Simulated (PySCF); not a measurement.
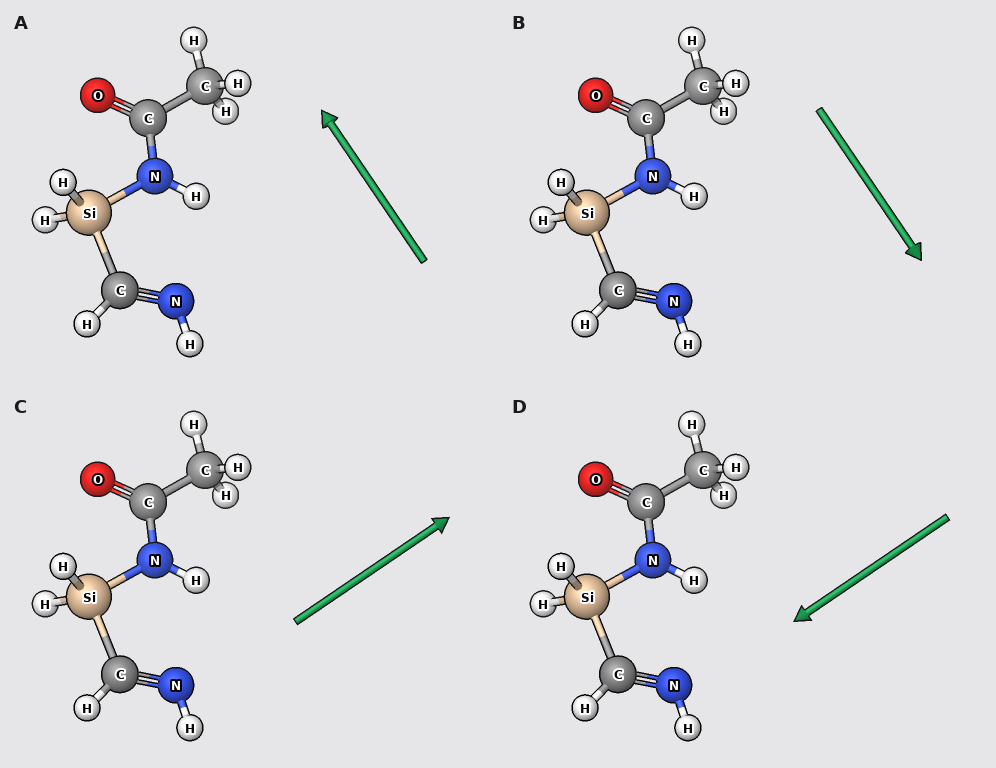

The same molecule four times, each with an arrow. Computed geometry: GFN2-xTB optimisation. No frequency run is at hand to confirm it as a minimum. Properties computed with CAM-B3LYP/def2-SVPD, gas phase (PySCF 2.14.0).

### Which arrow points along the dipole moment, from the negative to the positive end?

B. The dipole moment is 3.44 D.

The geometry is semi-empirical. Around Si such bond lengths and angles can be off by a tenth of an ångström or more and by several degrees, and values that hang on the shape move with them.
